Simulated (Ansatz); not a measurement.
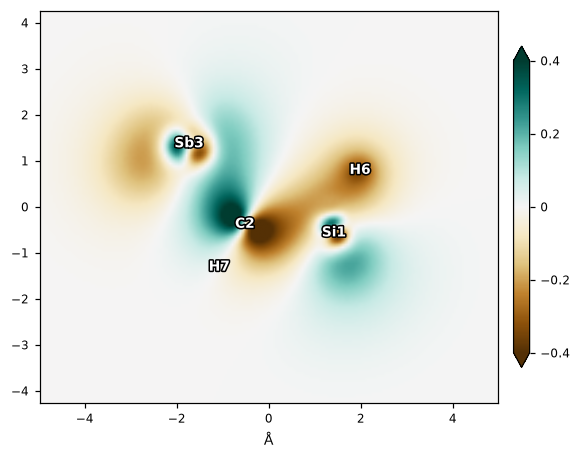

*CH₆SbSi (SMILES [SiH3][CH+][SbH2]) (charge +1). The HOMO−1 on the plane of atoms Si1, C2 and Sb3 (values in Å⁻³ᐟ²; the overall sign is arbitrary).*

Core potentials replace the inner electrons of Sb.

Theory: RHF/def2-SVP (Ansatz).

```yaml
atoms:
  - { symbol: Si, position_ang: [-0.6336, 1.1772, -0.8492] }
  - { symbol: C, position_ang: [0.4663, -0.3490, -0.3376] }
  - { symbol: Sb, position_ang: [1.1465, -0.9596, 1.5900] }
  - { symbol: H, position_ang: [-1.7868, 0.4784, -1.4458] }
  - { symbol: H, position_ang: [0.1775, 1.9292, -1.8187] }
  - { symbol: H, position_ang: [-0.9539, 1.9205, 0.3754] }
  - { symbol: H, position_ang: [0.9069, -0.8989, -1.1725] }
  - { symbol: H, position_ang: [0.9992, -2.6106, 1.2906] }
  - { symbol: H, position_ang: [-0.3220, -0.6873, 2.3678] }
```

Q: Where does this orbital lie, and at what energy?

A: It lies mainly on Sb3 (about 25 %), Si1 (about 20 %), C2 (about 20 %), H8 (about 15 %) and H4 (about 10 %). Its energy is −17.66 eV.
